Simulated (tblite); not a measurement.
**C6H13N: saddle-point search**

C6H13N, SMILES CC(C)(C)N1CC1, computed with GFN2-xTB saddle search (eigenvector following) and harmonic vibrations, gas phase (tblite 0.8.0).

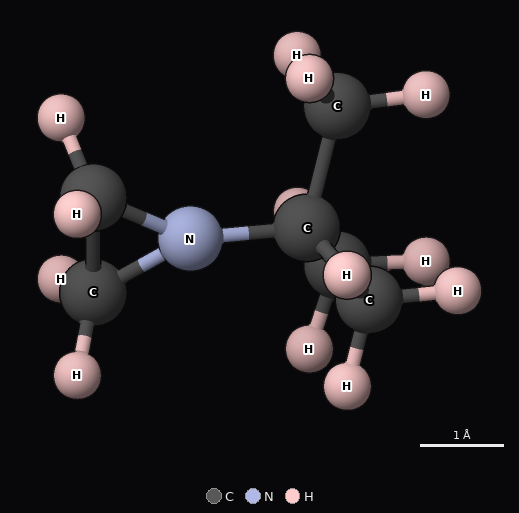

Figure 1. The starting structure (ball-and-stick view, seen at a tilt). Bond lengths as drawn: C–C 1.50 to 1.54 Å, C–H 1.09 Å and C–N 1.40 to 1.42 Å.

**Key numbers**

| quantity | value |
| --- | --- |
| outcome | converged |
| total energy | −608.4190 eV |
| point group | C1 |
| hardware | 1 CPU thread, shared host |
| wall time | 5.1 s |
| peak memory | 0.2 GiB |

**The input**
```
{"job": {"xc": "GFN2-xTB", "basis": "xTB", "kind": "saddle"}, "charge": 0, "multiplicity": 1}
C      1.186559    -0.991026     0.992296
C      0.544439    -0.074908    -0.072381
C      0.729568    -0.694599    -1.461871
C      1.196874     1.310809    -0.018241
N     -0.849095     0.082652     0.160312
C     -2.148693    -0.358955    -0.112280
C     -1.869770     0.839932     0.745966
H      1.050854    -0.568220     1.984859
H      2.251529    -1.102135     0.804032
H      0.724830    -1.975253     0.970787
H      0.331305    -0.026789    -2.221941
H      0.196658    -1.640664    -1.520802
H      1.782303    -0.871076    -1.664707
H      2.272256     1.232583    -0.152235
H      0.789142     1.943691    -0.802783
H      0.995277     1.779322     0.942151
H     -2.564272    -0.204967    -1.108841
H     -2.501388    -1.273743     0.364680
H     -2.027863     0.761769     1.821886
H     -2.090514     1.831578     0.349113
```

The first line tells a small driver script what to run in tblite; the rest is the geometry in Å.

Command:
```bash
OMP_NUM_THREADS=1 python <driver script> task.json out
```

**What the program printed**
```
step      E/eV     max force
  0    -608.41677   0.0686
  1    -608.41853   0.0237
  2    -608.41856   0.0020
  3    -608.35300   0.7746
  4    -608.41853   0.0743
  5    -608.41903   0.0088
  6    -608.41903   0.0014
lowest wavenumbers (cm-1): -316.0 3.4 164.6 168.9 224.1 231.1
```

**Trajectory as extended XYZ (Å, eV, eV/Å), 7 frames, from step=0 to step=6**
```
20
Properties=species:S:1:pos:R:3:forces:R:3 step=0 energy=-608.41677
C     1.1866   -0.9910    0.9923   -0.0020   0.0060  -0.0080
C     0.5444   -0.0749   -0.0724    0.0100   0.0050  -0.0100
C     0.7296   -0.6946   -1.4619    0.0020   0.0010  -0.0070
C     1.1969    1.3108   -0.0182    0.0030   0.0050  -0.0030
N    -0.8491    0.0827    0.1603   -0.0410  -0.0250   0.0490
C    -2.1487   -0.3590   -0.1123    0.0210   0.0110   0.0170
C    -1.8698    0.8399    0.7460    0.0120  -0.0250  -0.0090
H     1.0509   -0.5682    1.9849   -0.0170   0.0120  -0.0130
H     2.2515   -1.1021    0.8040   -0.0040  -0.0030   0.0060
H     0.7248   -1.9753    0.9708   -0.0170   0.0130  -0.0110
H     0.3313   -0.0268   -2.2219    0.0020  -0.0140  -0.0190
H     0.1967   -1.6407   -1.5208    0.0120  -0.0060   0.0030
H     1.7823   -0.8711   -1.6647    0.0030   0.0070   0.0000
H     2.2723    1.2326   -0.1522    0.0010  -0.0030  -0.0060
H     0.7891    1.9437   -0.8028    0.0090   0.0200   0.0060
H     0.9953    1.7793    0.9422    0.0120  -0.0050   0.0040
H    -2.5643   -0.2050   -1.1088    0.0090   0.0060   0.0030
H    -2.5014   -1.2737    0.3647   -0.0120  -0.0060  -0.0010
H    -2.0279    0.7618    1.8219   -0.0090   0.0070   0.0070
H    -2.0905    1.8316    0.3491    0.0060  -0.0070  -0.0060
20
Properties=species:S:1:pos:R:3:forces:R:3 step=1 energy=-608.41853
C     1.1729   -0.9885    0.9925    0.0020  -0.0010   0.0010
C     0.5438   -0.0711   -0.0774    0.0000  -0.0010   0.0020
C     0.7367   -0.6938   -1.4648    0.0000  -0.0100  -0.0110
C     1.2040    1.3111   -0.0207    0.0050   0.0120   0.0050
N    -0.8503    0.0865    0.1555   -0.0020   0.0000   0.0000
C    -2.1490   -0.3609   -0.1091    0.0010   0.0000   0.0000
C    -1.8704    0.8383    0.7480    0.0000   0.0000   0.0000
H     1.0276   -0.5600    1.9813    0.0010   0.0000  -0.0020
H     2.2387   -1.1108    0.8170   -0.0040   0.0000   0.0010
H     0.6993   -1.9670    0.9680    0.0010   0.0020   0.0000
H     0.3123   -0.0467   -2.2295    0.0080  -0.0130   0.0100
H     0.2367   -1.6590   -1.5129    0.0110   0.0210   0.0000
H     1.7944   -0.8360   -1.6721   -0.0190   0.0020   0.0010
H     2.2751    1.2260   -0.1869   -0.0170   0.0040   0.0030
H     0.7804    1.9615   -0.7829    0.0080  -0.0080   0.0120
H     1.0351    1.7653    0.9535    0.0040  -0.0080  -0.0200
H    -2.5694   -0.2067   -1.1036    0.0000   0.0000   0.0000
H    -2.4975   -1.2776    0.3680    0.0000   0.0000   0.0000
H    -2.0240    0.7608    1.8249    0.0000   0.0000   0.0000
H    -2.0966    1.8286    0.3511    0.0000   0.0000   0.0000
20
Properties=species:S:1:pos:R:3:forces:R:3 step=2 energy=-608.41856
C     1.1729   -0.9891    0.9918    0.0000   0.0000   0.0000
C     0.5439   -0.0711   -0.0775    0.0000   0.0000   0.0000
C     0.7367   -0.6930   -1.4653    0.0000   0.0010   0.0010
C     1.2040    1.3112   -0.0198   -0.0010   0.0000   0.0000
N    -0.8502    0.0864    0.1559    0.0000   0.0000   0.0000
C    -2.1488   -0.3621   -0.1075    0.0000   0.0000   0.0000
C    -1.8705    0.8391    0.7468    0.0000   0.0000   0.0000
H     1.0276   -0.5612    1.9808    0.0000   0.0000   0.0000
H     2.2386   -1.1114    0.8164    0.0000   0.0000   0.0000
H     0.6992   -1.9675    0.9666    0.0000   0.0000   0.0000
H     0.3142   -0.0453   -2.2297   -0.0010   0.0010  -0.0010
H     0.2355   -1.6567   -1.5144    0.0000  -0.0020   0.0000
H     1.7937   -0.8370   -1.6723    0.0010   0.0000   0.0000
H     2.2747    1.2265   -0.1846    0.0010   0.0000   0.0000
H     0.7817    1.9617   -0.7820    0.0000   0.0000   0.0000
H     1.0339    1.7649    0.9537    0.0000   0.0000   0.0010
H    -2.5695   -0.2102   -1.1022    0.0000   0.0000   0.0000
H    -2.4968   -1.2778    0.3717    0.0000   0.0000   0.0000
H    -2.0237    0.7641    1.8239    0.0000   0.0000   0.0000
H    -2.0971    1.8285    0.3477    0.0000   0.0000   0.0000
20
Properties=species:S:1:pos:R:3:forces:R:3 step=3 energy=-608.35300
C     1.1867   -0.9320    1.0330   -0.0590   0.0220  -0.0150
C     0.5444   -0.0688   -0.0757    0.0240   0.0090  -0.0140
C     0.7248   -0.7523   -1.4343   -0.0020   0.0000   0.0030
C     1.2036    1.3200   -0.0870   -0.0140  -0.0060   0.0020
N    -0.8521    0.0779    0.1502   -0.6740   0.0550   0.1520
C    -2.1605   -0.2640   -0.2432    0.1310   0.3970   0.4250
C    -1.8591    0.7399    0.8810   -0.1070  -0.3810  -0.4440
H     1.0377   -0.4613    2.0029   -0.0010  -0.0150  -0.0330
H     2.2538   -1.0480    0.8618   -0.0080   0.0070  -0.0080
H     0.7254   -1.9175    1.0527    0.0100   0.0350  -0.0010
H     0.2934   -0.1410   -2.2246    0.0080  -0.0180   0.0270
H     0.2273   -1.7202   -1.4359    0.0140   0.0330   0.0030
H     1.7808   -0.9006   -1.6433    0.0030  -0.0020  -0.0030
H     2.2737    1.2323   -0.2552    0.0010   0.0000   0.0000
H     0.7733    1.9343   -0.8757    0.0080  -0.0200   0.0260
H     1.0388    1.8172    0.8672    0.0020  -0.0190  -0.0320
H    -2.5515    0.1206   -1.2150    0.2450  -0.2520   0.6900
H    -2.5545   -1.2719    0.0269    0.2390   0.7070  -0.1730
H    -2.0419    0.4348    1.9377    0.0880   0.2070  -0.7310
H    -2.0386    1.8248    0.6922    0.0910  -0.7590   0.1250
20
Properties=species:S:1:pos:R:3:forces:R:3 step=4 energy=-608.41853
C     1.1766   -0.9292    1.0322   -0.0010   0.0000   0.0000
C     0.5442   -0.0662   -0.0786    0.0000  -0.0010   0.0010
C     0.7293   -0.7507   -1.4352    0.0000  -0.0010   0.0000
C     1.2093    1.3187   -0.0897    0.0010  -0.0010   0.0000
N    -0.8519    0.0885    0.1416    0.0130   0.0090  -0.0110
C    -2.1574   -0.2525   -0.2255    0.0200  -0.0460  -0.0480
C    -1.8640    0.7247    0.8690    0.0440   0.0340   0.0420
H     1.0256   -0.4572    2.0000   -0.0010   0.0000   0.0000
H     2.2438   -1.0495    0.8648   -0.0010  -0.0010   0.0010
H     0.7116   -1.9119    1.0514   -0.0010   0.0000   0.0000
H     0.2947   -0.1432   -2.2253    0.0010  -0.0010   0.0000
H     0.2371   -1.7203   -1.4356    0.0000   0.0000   0.0000
H     1.7861   -0.8938   -1.6437    0.0000  -0.0010   0.0010
H     2.2787    1.2270   -0.2600    0.0000  -0.0010   0.0010
H     0.7797    1.9345   -0.8762    0.0010   0.0000   0.0000
H     1.0482    1.8155    0.8641    0.0000   0.0000   0.0000
H    -2.5525    0.1209   -1.1684   -0.0320   0.0230  -0.0630
H    -2.5397   -1.2365    0.0401   -0.0200  -0.0660   0.0160
H    -2.0407    0.4240    1.8999   -0.0060  -0.0190   0.0670
H    -2.0532    1.7815    0.6907   -0.0170   0.0710  -0.0080
20
Properties=species:S:1:pos:R:3:forces:R:3 step=5 energy=-608.41903
C     1.1781   -0.9289    1.0319    0.0000   0.0000   0.0000
C     0.5442   -0.0663   -0.0785    0.0000   0.0000  -0.0010
C     0.7286   -0.7511   -1.4349    0.0000   0.0000   0.0000
C     1.2078    1.3191   -0.0897    0.0000   0.0000   0.0000
N    -0.8520    0.0835    0.1461    0.0050  -0.0040   0.0020
C    -2.1566   -0.2534   -0.2277   -0.0030   0.0060   0.0050
C    -1.8624    0.7256    0.8707   -0.0060  -0.0040  -0.0050
H     1.0273   -0.4569    1.9997    0.0000   0.0000   0.0000
H     2.2453   -1.0490    0.8641    0.0000   0.0000   0.0000
H     0.7132   -1.9116    1.0513    0.0000   0.0000   0.0000
H     0.2956   -0.1430   -2.2255    0.0000   0.0000   0.0000
H     0.2347   -1.7197   -1.4354    0.0000   0.0000   0.0000
H     1.7852   -0.8962   -1.6429    0.0000   0.0000   0.0000
H     2.2774    1.2279   -0.2592    0.0000   0.0000   0.0000
H     0.7786    1.9345   -0.8768    0.0000   0.0000   0.0000
H     1.0457    1.8160    0.8639    0.0000   0.0000   0.0000
H    -2.5508    0.1228   -1.1728    0.0030  -0.0010   0.0060
H    -2.5422   -1.2389    0.0369    0.0000   0.0050  -0.0010
H    -2.0418    0.4250    1.9035   -0.0010   0.0010  -0.0050
H    -2.0504    1.7849    0.6911    0.0020  -0.0060   0.0000
20
Properties=species:S:1:pos:R:3:forces:R:3 step=6 energy=-608.41903
C     1.1776   -0.9287    1.0321    0.0000   0.0000   0.0000
C     0.5442   -0.0663   -0.0786    0.0000   0.0000   0.0000
C     0.7289   -0.7511   -1.4349    0.0000   0.0000   0.0000
C     1.2083    1.3190   -0.0901    0.0000   0.0000   0.0000
N    -0.8520    0.0844    0.1452    0.0000   0.0000   0.0000
C    -2.1568   -0.2530   -0.2277    0.0000   0.0000   0.0000
C    -1.8626    0.7252    0.8708    0.0000   0.0000   0.0000
H     1.0268   -0.4564    1.9998    0.0000   0.0000   0.0000
H     2.2448   -1.0492    0.8646    0.0000   0.0000   0.0000
H     0.7124   -1.9113    1.0518    0.0000   0.0000   0.0000
H     0.2948   -0.1437   -2.2254    0.0000   0.0000   0.0000
H     0.2362   -1.7204   -1.4350    0.0000   0.0000   0.0000
H     1.7856   -0.8949   -1.6433    0.0000   0.0000   0.0000
H     2.2778    1.2274   -0.2599    0.0000   0.0000   0.0000
H     0.7789    1.9344   -0.8770    0.0000   0.0000   0.0000
H     1.0468    1.8160    0.8636    0.0000   0.0000   0.0000
H    -2.5514    0.1235   -1.1723    0.0000   0.0000   0.0010
H    -2.5421   -1.2386    0.0366    0.0000   0.0010  -0.0010
H    -2.0418    0.4237    1.9034    0.0000   0.0000  -0.0010
H    -2.0510    1.7843    0.6920    0.0000  -0.0010   0.0010
```

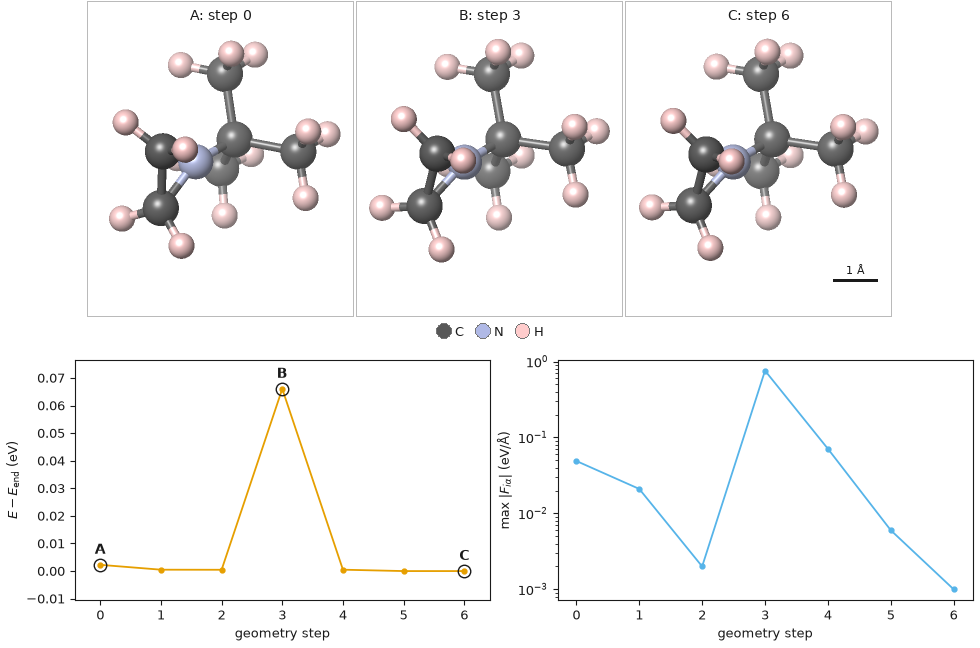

Figure 2. Frames of the saddle-point search (ball-and-stick view, seen at a tilt) above the curves, on which the letters mark them (steps are counted from 0).

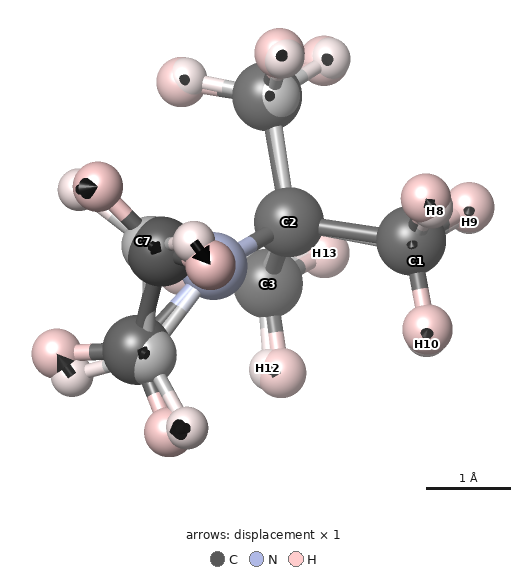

Figure 3. Start (faint) and end (solid) with the displacements as black arrows, at true length (ball-and-stick view, seen at a tilt). The two geometries are laid on each other by the best rigid fit. After 6 geometry steps the energy has fallen by 0.002 eV. Largest force component: 0.049 eV/Å at the start, 0.001 eV/Å at the end. The largest moves after the best rigid fit, 0.34 Å, are those of H19 and H20. By element the largest moves are H 0.34 Å, C 0.16 Å, N 0.02 Å. (Atoms are counted from 1 in the order of the input.)
